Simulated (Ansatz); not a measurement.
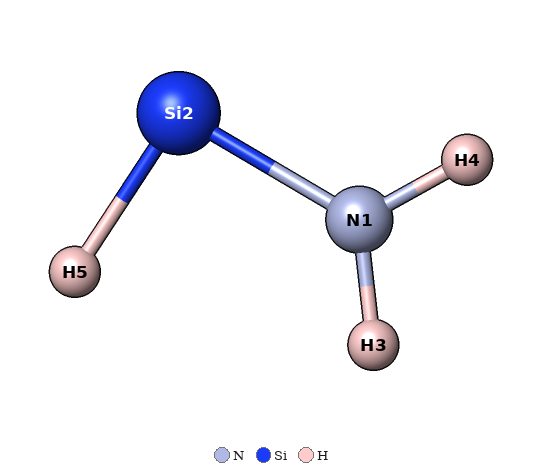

Sticks follow a distance rule. Harmonic vibrations computed with RKS PBE0-D4/def2-TZVP (Ansatz 0.2.0) at a stationary point of the same level.

Question: Is this a minimum or a saddle point?

Answer: A minimum: no imaginary frequency, and the lowest mode lies at 585 cm⁻¹.

Question: List the wavenumbers.

Answer: 9 modes: 585, 694, 743, 875, 960, 1591, 1999, 3584, 3682 cm⁻¹.
